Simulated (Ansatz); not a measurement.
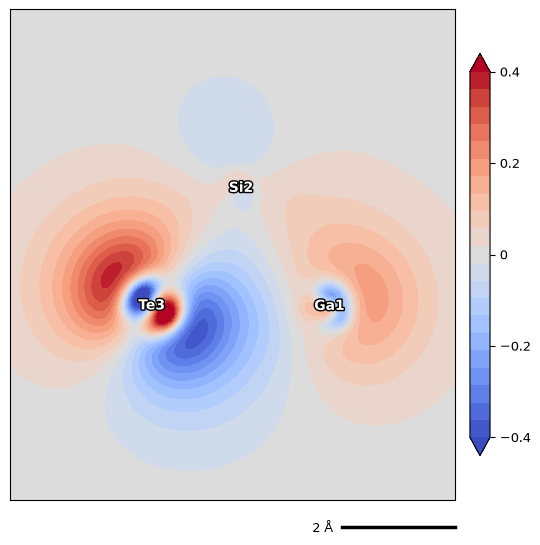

GaH$_{3}$SiTe. The HOMO−1 on the plane of atoms Si2, Ga1 and Te3 (values in Å⁻³ᐟ²; the overall sign is arbitrary).

Geometry: PBE0-D3(BJ)/def2-SVP; core potentials replace the inner electrons of Te.

Level of theory: isolated molecule in a Gaussian basis; Kohn-Sham density functional theory, functional PBE0 (Ansatz 0.2.0).

```xyz
6

Ga    1.3860   -0.9111    1.3810
Si    0.5162    0.3593   -0.7111
Te   -0.7793   -1.8961   -0.6342
H    -1.7125   -1.3978    0.6571
H    -0.5286    1.4014   -1.0016
H     1.2224    0.1127   -2.0198
```

> Where does this orbital lie, and at what energy?

It lies mainly on Te3 (about 70 %) and Ga1 (about 20 %). Its energy is −6.63 eV.
